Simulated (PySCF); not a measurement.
The calculation's input:

```
{"job": {"xc": "KT2", "basis": "pcSseg-1", "solvent": "chloroform", "kind": "nmr", "pop": true}, "charge": 0, "multiplicity": 1}
N     -2.646789    -0.021674    -0.107620
C     -1.578132     0.164121     0.534015
C     -0.218985     0.020418     0.063770
C      0.301064    -0.342292    -1.160907
N      1.656738    -0.338308    -1.129646
C      1.958538     0.016988     0.081098
F      3.176166     0.155501     0.567499
N      0.886042     0.251594     0.863522
H     -2.519304    -0.308594    -1.076585
H     -1.686831     0.471297     1.572315
H     -0.212303    -0.605889    -2.063260
H      0.884994     0.536152     1.829771
```

Launched as:

```sh
OMP_NUM_THREADS=1 python ens_run.py task.json out
```

Geometry: GFN2-xTB.

Level of theory: KT2/pcSseg-1, SCF density, in a chloroform solvent model, non-relativistic in PySCF 2.14.0.

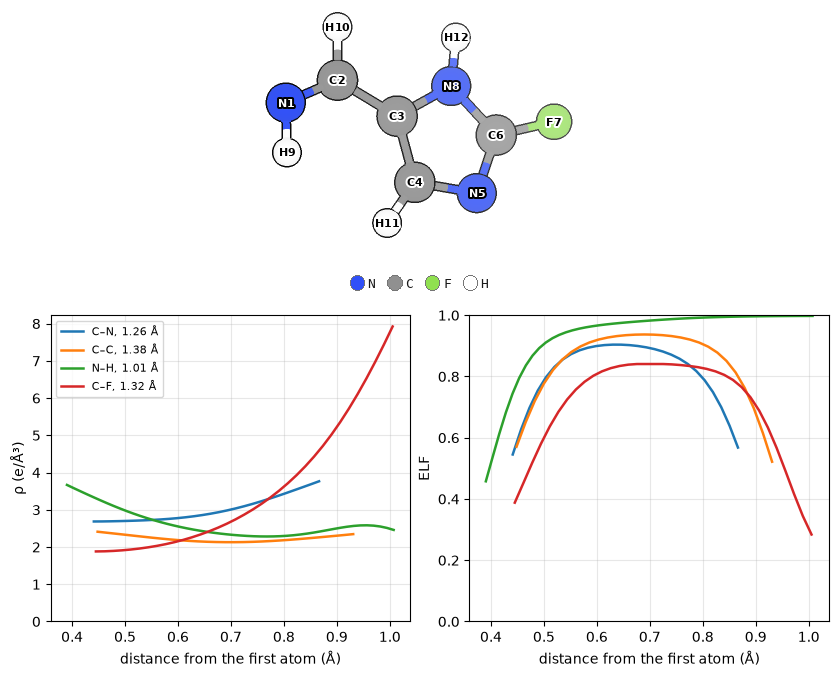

C4H4FN3 (SMILES [H]/N=C\c1cnc(F)[nH]1). Total electron density and ELF along straight lines between neighbouring atoms. The curves leave out the atomic cores. The structure is drawn too.

**Compare the contacts.**

C–N (1.26 Å): ρ is about 2.8 e/Å³ halfway; the ELF peaks at about 0.90 between the atoms; a short, multiple covalent bond.
C–C (1.38 Å): ρ at the midpoint is about 2.1 e/Å³; the ELF peaks at about 0.95 between the atoms (a covalent bond).
N–H (1.01 Å): the density is about 3 e/Å³ at the midpoint; the ELF climbs to about 1 towards the hydrogen, as it does in any bond to H: a covalent bond by its length.
C–F (1.32 Å): ρ is about 2.4 e/Å³ halfway; the ELF peaks at about 0.85 between the atoms; a shared but strongly polarised pair.
